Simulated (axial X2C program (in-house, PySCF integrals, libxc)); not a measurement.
# NiS⁺: properties at the nuclei

Aim: properties at the nuclei of NiS⁺, with spin–orbit coupling in the Hamiltonian from the start.

Program: an in-house X2C program for linear molecules on PySCF integrals. Level of theory: two-component X2C with atomic mean-field terms, Ni dyall-cv3z, S dyall-av3z. These are calculated values, not measurements.

1 further run of the same task is left out (it didn't finish).

## (1) The job

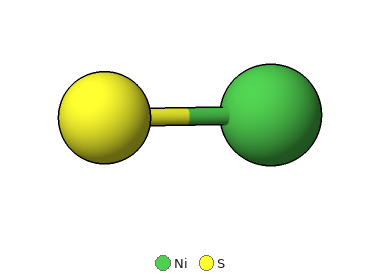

The two atoms at 1.950 Å (nickel green, sulfur yellow).

task.json

```json
{
 "zs": [
  28,
  16
 ],
 "q": 1,
 "bas": [
  "dyall-cv3z",
  "dyall-av3z"
 ],
 "r0": 1.95,
 "levels": [
  "PBE0",
  "HF",
  "r2SCAN",
  "BP86",
  "TPSSh"
 ],
 "nst": 3
}
```

Keys: zs atomic numbers; q charge; bas basis sets; r0 starting distance in Å; levels methods (HF also brings MP2); nst determinants followed.

The run is started by

```console
python soeom.py task.json out
```

After this run come: Expectation values, lowest determinant; Expectation values, a higher determinant.

Q: Predict the outcome of this session. Wanted: lowest determinant; Eeff magnitude; Ws magnitude Ni; A∥/gI Ni; qzz Ni; higher determinant (for each run or level that gives them).

**Answer**, as computed:

| quantity | value |
| --- | --- |
| lowest determinant | Ω = 3/2 (excess of +ω over −ω: ω = 3/2) |
| Eeff magnitude (GV/cm), PBE0 | 0.487 |
| Ws magnitude Ni (kHz), PBE0 | 0.0872 |
| A∥/gI Ni (MHz), PBE0 | 312 |
| qzz Ni (a.u.), PBE0 | 3.04 |
| higher determinant | Ω = 7/2 (excess of +ω over −ω: ω = -1/2, ω = 3/2, ω = 5/2) |
| Eeff magnitude (GV/cm), PBE0, higher determinant | 0.128 |
| Ws magnitude Ni (kHz), PBE0, higher determinant | 0.0037 |
| A∥/gI Ni (MHz), PBE0, higher determinant | 315 |
| qzz Ni (a.u.), PBE0, higher determinant | -3.00 |

In words: In the first state, the effective field runs from 0.196 to 0.756 GV/cm over the mean-field levels, so the levels don't agree on it. The expectation values come from single determinants, which for open shells can mix terms of unlike spin or miss the lowest Ω, so a determinant need not be a state. Eeff is the effective electric field on the electron dipole moment in this Ω state and Ws the scalar–pseudoscalar constant (defined with the proton number Z and per Ω); A∥ is the parallel hyperfine constant, which follows by multiplying with the nuclear g factor gI = μI/(I μN); qzz is the electric field gradient, eQq0 = 234.96 MHz × Q/barn × qzz. The operators were transformed with the bare-nucleus X2C matrices.
